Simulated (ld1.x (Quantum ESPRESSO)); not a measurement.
## Pseudopotential generation for Bi (part 1 of 2)

Bismuth (Bi, Z = 83), core [Xe] 4f14 5d10, reference valence 6s2 6p2 (an ion of charge +1), valence charge 5. Computed at this level: TM potential, LDA (PZ), scalar-relativistic, made with ld1.x (Quantum ESPRESSO) 7.5.

Output:
```
     Program LD1 v.7.5
     --------------------------- All-electron run ----------------------------

     Bi
     scalar relativistic calculation

     atomic number is 83.00
     dft =PZ   lsd =0 sic =0 latt =0  beta=0.20 tr2=1.0E-14
     Exchange-correlation= PZ
                           (   1   1   0   0   0   0   0)
     mesh =1283 r(mesh) = 100.09897 a.u. xmin = -7.00 dx = 0.01250
     1 Ry =  13.60569312 eV, c = 137.03599908

     n l     nl                  e(Ry)          e(Ha)          e(eV)
     1 0     1S 1( 2.00)     -6660.9114     -3330.4557    -90626.3169
     2 0     2S 1( 2.00)     -1197.3686      -598.6843    -16291.0293
     2 1     2P 1( 6.00)     -1024.5178      -512.2589    -13939.2747
     3 0     3S 1( 2.00)      -289.4625      -144.7313     -3938.3380
     3 1     3P 1( 6.00)      -240.0990      -120.0495     -3266.7138
     4 0     4S 1( 2.00)       -66.8473       -33.4237      -909.5043
     4 1     4P 1( 6.00)       -50.6732       -25.3366      -689.4437
     3 2     3D 1(10.00)      -190.5013       -95.2507     -2591.9026
     5 0     5S 1( 2.00)       -12.2172        -6.1086      -166.2233
     5 1     5P 1( 6.00)        -7.6549        -3.8274      -104.1501
     4 2     4D 1(10.00)       -32.2008       -16.1004      -438.1139
     4 3     4F 1(14.00)       -11.8453        -5.9226      -161.1629
     5 2     5D 1(10.00)        -2.5972        -1.2986       -35.3362
     6 0     6S 1( 2.00)        -1.6503        -0.8251       -22.4534
     6 1     6P 1( 2.00)        -0.8613        -0.4307       -11.7187

     final scf error:  1.6E-15 reached in  21 iterations

     Etot =  -43038.037148 Ry,  -21519.018574 Ha, -585562.326051 eV

     Ekin =   48824.224480 Ry,   24412.112240 Ha,  664287.415247 eV
     Encl = -107570.345759 Ry,  -53785.172879 Ha,-1463569.113528 eV
     Eh   =   16473.914846 Ry,    8236.957423 Ha,  224139.029930 eV
     Exc  =    -765.830716 Ry,    -382.915358 Ha,  -10419.657700 eV

     normalization and overlap integrals

     s(1S/1S) =  1.000000  <r> =   0.0158  <r2> =    0.0003  r(max) =   0.0096
     s(2S/2S) =  1.000000  <r> =   0.0665  <r2> =    0.0052  r(max) =   0.0561
     s(2P/2P) =  1.000000  <r> =   0.0606  <r2> =    0.0045  r(max) =   0.0471
     s(3S/3S) =  1.000000  <r> =   0.1717  <r2> =    0.0337  r(max) =   0.1582
     s(3P/3P) =  1.000000  <r> =   0.1738  <r2> =    0.0350  r(max) =   0.1582
     s(4S/4S) =  1.000000  <r> =   0.3773  <r2> =    0.1606  r(max) =   0.3565
     s(4P/4P) =  1.000000  <r> =   0.4029  <r2> =    0.1844  r(max) =   0.3748
     s(3D/3D) =  1.000000  <r> =   0.1575  <r2> =    0.0290  r(max) =   0.1295
     s(5S/5S) =  1.000000  <r> =   0.8299  <r2> =    0.7715  r(max) =   0.7739
     s(5P/5P) =  1.000000  <r> =   0.9474  <r2> =    1.0120  r(max) =   0.8553
     s(4D/4D) =  1.000000  <r> =   0.4227  <r2> =    0.2062  r(max) =   0.3795
     s(4F/4F) =  1.000000  <r> =   0.4411  <r2> =    0.2322  r(max) =   0.3434
     s(5D/5D) =  1.000000  <r> =   1.2326  <r2> =    1.7581  r(max) =   1.0316
     s(6S/6S) =  1.000000  <r> =   2.1181  <r2> =    5.0527  r(max) =   1.8564
     s(6P/6P) =  1.000000  <r> =   2.7844  <r2> =    8.8061  r(max) =   2.3541

     ------------------------ End of All-electron run ------------------------

     --------------------- Generating NC pseudopotential ---------------------

      Generating local pot.: lloc=0, matching radius rcloc =   1.7500

      Wfc   6P  rcut= 2.077  Using Troullier-Martins method

      Wfc   6D  rcut= 2.296  Using Troullier-Martins method

     ------------------- End of pseudopotential generation -------------------

     --------------------------- All-electron run ----------------------------

     Bi
     scalar relativistic calculation

     atomic number is 83.00
     dft =PZ   lsd =0 sic =0 latt =0  beta=0.20 tr2=1.0E-14
     Exchange-correlation= PZ
                           (   1   1   0   0   0   0   0)
     mesh =1283 r(mesh) = 100.09897 a.u. xmin = -7.00 dx = 0.01250
     1 Ry =  13.60569312 eV, c = 137.03599908

     n l     nl                  e(Ry)          e(Ha)          e(eV)
     1 0     1S 1( 2.00)     -6660.9114     -3330.4557    -90626.3169
     2 0     2S 1( 2.00)     -1197.3686      -598.6843    -16291.0293
     2 1     2P 1( 6.00)     -1024.5178      -512.2589    -13939.2747
     3 0     3S 1( 2.00)      -289.4625      -144.7313     -3938.3380
     3 1     3P 1( 6.00)      -240.0990      -120.0495     -3266.7138
     4 0     4S 1( 2.00)       -66.8473       -33.4237      -909.5043
     4 1     4P 1( 6.00)       -50.6732       -25.3366      -689.4437
     3 2     3D 1(10.00)      -190.5013       -95.2507     -2591.9026
     5 0     5S 1( 2.00)       -12.2172        -6.1086      -166.2233
     5 1     5P 1( 6.00)        -7.6549        -3.8274      -104.1501
     4 2     4D 1(10.00)       -32.2008       -16.1004      -438.1139
     4 3     4F 1(14.00)       -11.8453        -5.9226      -161.1629
     5 2     5D 1(10.00)        -2.5972        -1.2986       -35.3362
     6 0     6S 1( 2.00)        -1.6503        -0.8251       -22.4534
     6 1     6P 1( 2.00)        -0.8613        -0.4307       -11.7187

     final scf error:  1.6E-15 reached in  21 iterations

     Etot =  -43038.037148 Ry,  -21519.018574 Ha, -585562.326051 eV

     Ekin =   48824.224480 Ry,   24412.112240 Ha,  664287.415247 eV
     Encl = -107570.345759 Ry,  -53785.172879 Ha,-1463569.113528 eV
     Eh   =   16473.914846 Ry,    8236.957423 Ha,  224139.029930 eV
     Exc  =    -765.830716 Ry,    -382.915358 Ha,  -10419.657700 eV

     normalization and overlap integrals

     s(1S/1S) =  1.000000  <r> =   0.0158  <r2> =    0.0003  r(max) =   0.0096
     s(2S/2S) =  1.000000  <r> =   0.0665  <r2> =    0.0052  r(max) =   0.0561
     s(2P/2P) =  1.000000  <r> =   0.0606  <r2> =    0.0045  r(max) =   0.0471
     s(3S/3S) =  1.000000  <r> =   0.1717  <r2> =    0.0337  r(max) =   0.1582
     s(3P/3P) =  1.000000  <r> =   0.1738  <r2> =    0.0350  r(max) =   0.1582
     s(4S/4S) =  1.000000  <r> =   0.3773  <r2> =    0.1606  r(max) =   0.3565
     s(4P/4P) =  1.000000  <r> =   0.4029  <r2> =    0.1844  r(max) =   0.3748
     s(3D/3D) =  1.000000  <r> =   0.1575  <r2> =    0.0290  r(max) =   0.1295
     s(5S/5S) =  1.000000  <r> =   0.8299  <r2> =    0.7715  r(max) =   0.7739
     s(5P/5P) =  1.000000  <r> =   0.9474  <r2> =    1.0120  r(max) =   0.8553
     s(4D/4D) =  1.000000  <r> =   0.4227  <r2> =    0.2062  r(max) =   0.3795
     s(4F/4F) =  1.000000  <r> =   0.4411  <r2> =    0.2322  r(max) =   0.3434
     s(5D/5D) =  1.000000  <r> =   1.2326  <r2> =    1.7581  r(max) =   1.0316
     s(6S/6S) =  1.000000  <r> =   2.1181  <r2> =    5.0527  r(max) =   1.8564
     s(6P/6P) =  1.000000  <r> =   2.7844  <r2> =    8.8061  r(max) =   2.3541

     ------------------------ End of All-electron run ------------------------

     Computing logarithmic derivative in   2.49036
     Computing logarithmic derivative in   2.49036
     Computing the partial wave expansion
       no projector for channel:   0
     R is outside the sphere for l=    1 j= 0.00
     R is outside the sphere for l=    2 j= 0.00

     ---------------------- Testing the pseudopotential ----------------------

     Bi
     scalar relativistic calculation

     atomic number is 83.00   valence charge is  5.00
     dft =PZ   lsd =0 sic =0 latt =0  beta=0.20 tr2=1.0E-14
     mesh =1283 r(mesh) = 100.09897 xmin = -7.00 dx = 0.01250

     n l     nl             e AE (Ry)        e PS (Ry)    De AE-PS (Ry)
     1 0     6S   1( 2.00)       -1.65030       -1.65030        0.00001
     2 1     6P   1( 2.00)       -0.86131       -0.86131       -0.00000

     eps = 1.3E-17  iter =  9

     Etot =  -43038.037148 Ry,  -21519.018574 Ha, -585562.326051 eV
     Etotps =   -10.302826 Ry,      -5.151413 Ha,    -140.177095 eV

     Ekin =       2.812051 Ry,       1.406025 Ha,      38.259897 eV
     Encl =     -17.370521 Ry,      -8.685260 Ha,    -236.337974 eV
     Ehrt =       5.873532 Ry,       2.936766 Ha,      79.913473 eV
     Ecxc =      -1.961397 Ry,      -0.980699 Ha,     -26.686167 eV
     Epseu=       0.343509 Ry,       0.171754 Ha,       4.673677 eV

     ---------------------- End of pseudopotential test ----------------------
```

Output of the test run (extracts):
```
     ---------------------- Testing the pseudopotential ----------------------

     Bi
     scalar relativistic calculation

     atomic number is 83.00   valence charge is  5.00
     dft =PZ   lsd =0 sic =0 latt =0  beta=0.20 tr2=1.0E-14
     mesh =1283 r(mesh) = 100.09897 xmin = -7.00 dx = 0.01250

     n l     nl             e AE (Ry)        e PS (Ry)    De AE-PS (Ry)
     1 0     6S   1( 2.00)       -1.65030       -1.65030        0.00001
     2 1     6P   1( 2.00)       -0.86131       -0.86131       -0.00000

     eps = 9.9E-18  iter =  9

     Etot =  -43038.037148 Ry,  -21519.018574 Ha, -585562.326052 eV
     Etotps =   -10.302826 Ry,      -5.151413 Ha,    -140.177095 eV

     Ekin =       2.812051 Ry,       1.406025 Ha,      38.259897 eV
     Encl =     -17.370521 Ry,      -8.685260 Ha,    -236.337974 eV
     Ehrt =       5.873532 Ry,       2.936766 Ha,      79.913473 eV
     Ecxc =      -1.961397 Ry,      -0.980699 Ha,     -26.686167 eV
     Epseu=       0.343509 Ry,       0.171754 Ha,       4.673677 eV

     ---------------------- End of pseudopotential test ----------------------

     ---------------------- Testing the pseudopotential ----------------------

     Bi
     scalar relativistic calculation

     atomic number is 83.00   valence charge is  5.00
     dft =PZ   lsd =0 sic =0 latt =0  beta=0.20 tr2=1.0E-14
     mesh =1283 r(mesh) = 100.09897 xmin = -7.00 dx = 0.01250

     n l     nl             e AE (Ry)        e PS (Ry)    De AE-PS (Ry)
     1 0     6S   1( 2.00)       -1.08485       -1.08505        0.00020
     2 1     6P   1( 3.00)       -0.35092       -0.35188        0.00097

     eps = 3.1E-15  iter = 11

     Etot =  -43038.636448 Ry,  -21519.318224 Ha, -585570.479947 eV
     Etotps =   -10.903024 Ry,      -5.451512 Ha,    -148.343205 eV
     dEtot_ae =      -0.599300 Ry
     dEtot_ps =      -0.600198 Ry,   Delta E=       0.000898 Ry

     Ekin =       3.153611 Ry,       1.576805 Ha,      42.907059 eV
     Encl =     -20.477564 Ry,     -10.238782 Ha,    -278.611456 eV
     Ehrt =       8.406252 Ry,       4.203126 Ha,     114.372883 eV
     Ecxc =      -2.407692 Ry,      -1.203846 Ha,     -32.758312 eV
     Epseu=       0.422369 Ry,       0.211184 Ha,       5.746621 eV

     ---------------------- End of pseudopotential test ----------------------

     ---------------------- Testing the pseudopotential ----------------------

     Bi
     scalar relativistic calculation

     atomic number is 83.00   valence charge is  5.00
     dft =PZ   lsd =0 sic =0 latt =0  beta=0.20 tr2=1.0E-14
     mesh =1283 r(mesh) = 100.09897 xmin = -7.00 dx = 0.01250

     n l     nl             e AE (Ry)        e PS (Ry)    De AE-PS (Ry)
     1 0     6S   1( 2.00)       -2.28735       -2.28496       -0.00239
     2 1     6P   1( 1.00)       -1.43682       -1.43352       -0.00330

     eps = 1.8E-16  iter =  7

     Etot =  -43036.893107 Ry,  -21518.446553 Ha, -585546.760575 eV
     Etotps =    -9.159617 Ry,      -4.579809 Ha,    -124.622942 eV
     dEtot_ae =       1.144041 Ry
     dEtot_ps =       1.143209 Ry,   Delta E=       0.000832 Ry

     Ekin =       2.261352 Ry,       1.130676 Ha,      30.767264 eV
     Encl =     -13.758959 Ry,      -6.879479 Ha,    -187.200172 eV
     Ehrt =       3.600144 Ry,       1.800072 Ha,      48.982458 eV
     Ecxc =      -1.466585 Ry,      -0.733293 Ha,     -19.953906 eV
     Epseu=       0.204430 Ry,       0.102215 Ha,       2.781415 eV

     ---------------------- End of pseudopotential test ----------------------

     ---------------------- Testing the pseudopotential ----------------------

     Bi
     scalar relativistic calculation

     atomic number is 83.00   valence charge is  5.00
     dft =PZ   lsd =0 sic =0 latt =0  beta=0.20 tr2=1.0E-14
     mesh =1283 r(mesh) = 100.09897 xmin = -7.00 dx = 0.01250

     n l     nl             e AE (Ry)        e PS (Ry)    De AE-PS (Ry)
     1 0     6S   1( 2.00)       -2.97501       -2.96452       -0.01049  !
     2 1     6P   1( 0.00)       -2.05662       -2.04389       -0.01272  !

     eps = 2.7E-18  iter =  7

     Etot =  -43035.150097 Ry,  -21517.575048 Ha, -585523.045715 eV
     Etotps =    -7.422899 Ry,      -3.711449 Ha,    -100.993679 eV
     dEtot_ae =       2.887052 Ry
     dEtot_ps =       2.879928 Ry,   Delta E=       0.007124 Ry

     Ekin =       1.513905 Ry,       0.756952 Ha,      20.597726 eV
     Encl =      -9.757923 Ry,      -4.878961 Ha,    -132.763305 eV
     Ehrt =       1.785686 Ry,       0.892843 Ha,      24.295502 eV
     Ecxc =      -0.964567 Ry,      -0.482284 Ha,     -13.123603 eV

     ---------------------- End of pseudopotential test ----------------------

     ---------------------- Testing the pseudopotential ----------------------

     Bi
     scalar relativistic calculation

     atomic number is 83.00   valence charge is  5.00
     dft =PZ   lsd =0 sic =0 latt =0  beta=0.20 tr2=1.0E-14
     mesh =1283 r(mesh) = 100.09897 xmin = -7.00 dx = 0.01250

     n l     nl             e AE (Ry)        e PS (Ry)    De AE-PS (Ry)
     1 0     6S   1( 1.00)       -1.73040       -1.72763       -0.00277
     2 1     6P   1( 3.00)       -0.91774       -0.91817        0.00043

     eps = 1.6E-17  iter =  7

     Etot =  -43037.236379 Ry,  -21518.618189 Ha, -585551.431030 eV
     Etotps =    -9.503374 Ry,      -4.751687 Ha,    -129.299994 eV
     dEtot_ae =       0.800769 Ry
     dEtot_ps =       0.799452 Ry,   Delta E=       0.001317 Ry

     Ekin =       2.991106 Ry,       1.495553 Ha,      40.696067 eV
     Encl =     -16.750692 Ry,      -8.375346 Ha,    -227.904781 eV
     Ehrt =       5.588579 Ry,       2.794290 Ha,      76.036495 eV
     Ecxc =      -1.875781 Ry,      -0.937891 Ha,     -25.521307 eV
     Epseu=       0.543415 Ry,       0.271707 Ha,       7.393533 eV

     ---------------------- End of pseudopotential test ----------------------

     ---------------------- Testing the pseudopotential ----------------------

     Bi
     scalar relativistic calculation

     atomic number is 83.00   valence charge is  5.00
     dft =PZ   lsd =0 sic =0 latt =0  beta=0.20 tr2=1.0E-14
     mesh =1283 r(mesh) = 100.09897 xmin = -7.00 dx = 0.01250

     n l     nl             e AE (Ry)        e PS (Ry)    De AE-PS (Ry)
     1 0     6S   1( 0.00)       -1.23166       -1.22527       -0.00639  !
     2 1     6P   1( 5.00)       -0.44371       -0.44525        0.00154

     eps = 8.0E-17  iter =  7

     Etot =  -43037.113425 Ry,  -21518.556712 Ha, -585549.758160 eV
     Etotps =    -9.387147 Ry,      -4.693574 Ha,    -127.718648 eV
     dEtot_ae =       0.923723 Ry
     dEtot_ps =       0.915679 Ry,   Delta E=       0.008044 Ry

     Ekin =       3.524014 Ry,       1.762007 Ha,      47.946650 eV
     Encl =     -19.297842 Ry,      -9.648921 Ha,    -262.560513 eV
     Ehrt =       7.849330 Ry,       3.924665 Ha,     106.795576 eV
     Ecxc =      -2.277384 Ry,      -1.138692 Ha,     -30.985381 eV
     Epseu=       0.814734 Ry,       0.407367 Ha,      11.085021 eV

     ---------------------- End of pseudopotential test ----------------------

     ---------------------- Testing the pseudopotential ----------------------

     Bi
     scalar relativistic calculation

     atomic number is 83.00   valence charge is  5.00
     dft =PZ   lsd =0 sic =0 latt =0  beta=0.20 tr2=1.0E-14
     mesh =1283 r(mesh) = 100.09897 xmin = -7.00 dx = 0.01250

     n l     nl             e AE (Ry)        e PS (Ry)    De AE-PS (Ry)
     1 0     6S   1( 1.00)       -1.16106       -1.15916       -0.00190
     2 1     6P   1( 4.00)       -0.39909       -0.40056        0.00147

     eps = 5.1E-16  iter =  9

     Etot =  -43037.888426 Ry,  -21518.944213 Ha, -585560.302592 eV
     Etotps =   -10.156813 Ry,      -5.078407 Ha,    -138.190485 eV
     dEtot_ae =       0.148722 Ry
     dEtot_ps =       0.146013 Ry,   Delta E=       0.002708 Ry

     Ekin =       3.328474 Ry,       1.664237 Ha,      45.286195 eV
     Encl =     -19.865085 Ry,      -9.932542 Ha,    -270.278244 eV
     Ehrt =       8.100625 Ry,       4.050313 Ha,     110.214619 eV
     Ecxc =      -2.331225 Ry,      -1.165612 Ha,     -31.717928 eV
     Epseu=       0.610397 Ry,       0.305198 Ha,       8.304873 eV

     ---------------------- End of pseudopotential test ----------------------

     ---------------------- Testing the pseudopotential ----------------------

     Bi
     scalar relativistic calculation

     atomic number is 83.00   valence charge is  5.00
     dft =PZ   lsd =0 sic =0 latt =0  beta=0.20 tr2=1.0E-14
     mesh =1283 r(mesh) = 100.09897 xmin = -7.00 dx = 0.01250

     n l     nl             e AE (Ry)        e PS (Ry)    De AE-PS (Ry)
     1 0     6S   1( 2.00)       -0.93464       -0.93465        0.00001
     2 1     6P   1( 3.30)       -0.21520       -0.21617        0.00097

     eps = 6.4E-15  iter = 10

     Etot =  -43038.721085 Ry,  -21519.360543 Ha, -585571.631490 eV
     Etotps =   -10.987993 Ry,      -5.493996 Ha,    -149.499259 eV
     dEtot_ae =      -0.683937 Ry
     dEtot_ps =      -0.685166 Ry,   Delta E=       0.001229 Ry

     Ekin =       3.213022 Ry,       1.606511 Ha,      43.715395 eV
     Encl =     -21.281463 Ry,     -10.640731 Ha,    -289.549048 eV
     Ehrt =       9.169460 Ry,       4.584730 Ha,     124.756854 eV
     Ecxc =      -2.524026 Ry,      -1.262013 Ha,     -34.341121 eV
     Epseu=       0.435014 Ry,       0.217507 Ha,       5.918661 eV

     ---------------------- End of pseudopotential test ----------------------

     ---------------------- Testing the pseudopotential ----------------------

     Bi
     scalar relativistic calculation

     atomic number is 83.00   valence charge is  5.00
     dft =PZ   lsd =1 sic =0 latt =0  beta=0.20 tr2=1.0E-14
     mesh =1283 r(mesh) = 100.09897 xmin = -7.00 dx = 0.01250

     n l     nl             e AE (Ry)        e PS (Ry)    De AE-PS (Ry)
     1 0     6S   1( 1.00)       -1.67876       -1.69099        0.01223  !
     2 1     6P   1( 2.00)       -0.89422       -0.90004        0.00582  !
     1 0     6S   2( 1.00)       -1.60676       -1.58267       -0.02409  !
     2 1     6P   2( 0.00)       -0.81021       -0.79558       -0.01463  !

     eps = 2.1E-15  iter =  8

     Etot =  -43038.077700 Ry,  -21519.038850 Ha, -585562.877794 eV
     Etotps =   -10.353133 Ry,      -5.176566 Ha,    -140.861550 eV
     dEtot_ae =      -0.040552 Ry
     dEtot_ps =      -0.050307 Ry,   Delta E=       0.009754 Ry

     Ekin =       2.836940 Ry,       1.418470 Ha,      38.598539 eV
     Encl =     -17.416312 Ry,      -8.708156 Ha,    -236.960996 eV
     Ehrt =       5.898384 Ry,       2.949192 Ha,      80.251604 eV
     Ecxc =      -2.020735 Ry,      -1.010367 Ha,     -27.493498 eV
     Epseu=       0.348589 Ry,       0.174295 Ha,       4.742801 eV

     ---------------------- End of pseudopotential test ----------------------

     ---------------------- Testing the pseudopotential ----------------------

     Bi
     scalar relativistic calculation

     atomic number is 83.00   valence charge is  5.00
     dft =PZ   lsd =1 sic =0 latt =0  beta=0.20 tr2=1.0E-14
     mesh =1283 r(mesh) = 100.09897 xmin = -7.00 dx = 0.01250

     n l     nl             e AE (Ry)        e PS (Ry)    De AE-PS (Ry)
     1 0     6S   1( 1.00)       -1.11397       -1.12557        0.01160  !
     2 1     6P   1( 3.00)       -0.38580       -0.39056        0.00476
     1 0     6S   2( 1.00)       -1.02193       -0.99094       -0.03099  !
     2 1     6P   2( 0.00)       -0.27988       -0.26414       -0.01574  !

     eps = 9.0E-15  iter =  9

     Etot =  -43038.711689 Ry,  -21519.355844 Ha, -585571.503644 eV
     Etotps =   -10.992952 Ry,      -5.496476 Ha,    -149.566733 eV
     dEtot_ae =      -0.674541 Ry
     dEtot_ps =      -0.690126 Ry,   Delta E=       0.015585 Ry

     Ekin =       3.203289 Ry,       1.601645 Ha,      43.582972 eV
     Encl =     -20.589129 Ry,     -10.294564 Ha,    -280.129369 eV
     Ehrt =       8.480530 Ry,       4.240265 Ha,     115.383492 eV
     Ecxc =      -2.520133 Ry,      -1.260067 Ha,     -34.288156 eV
     Epseu=       0.432490 Ry,       0.216245 Ha,       5.884327 eV

     ---------------------- End of pseudopotential test ----------------------
```

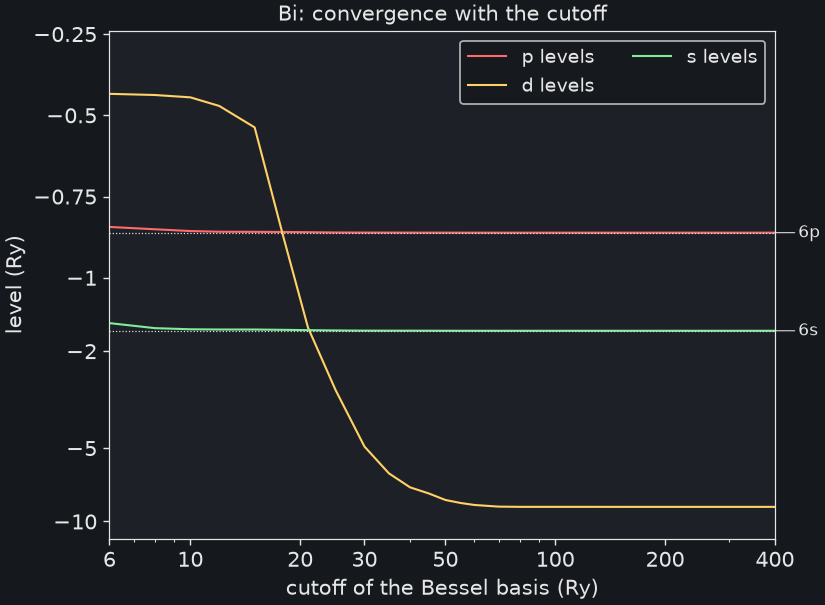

**Figure 1.** The pseudo-atom Hamiltonian at the reference potential is diagonalised in spherical Bessel functions (20 bohr box) up to the cutoff. Curves: the lowest levels of each channel that holds a bound state. Dotted lines: the all-electron valence levels.

- Ghost states: ghost state below the valence levels: d at -118.6 eV. A ghost is a state of the pseudo-atom that lies below a valence level of its channel, or is bound in a channel without one, and matches no all-electron valence level; bound levels above the valence ones can be real empty states. In Ry: d -8.71.
- Onset of the ghost: the lowest d curve lies clearly below zero already at the lowest cutoff, 6 Ry, and ends at -8.71 Ry.
- All-electron valence levels: 6p: -0.86 Ry; 6s: -1.65 Ry.

(Continued in part 2.) Outcome of the run: generated, with a ghost state.
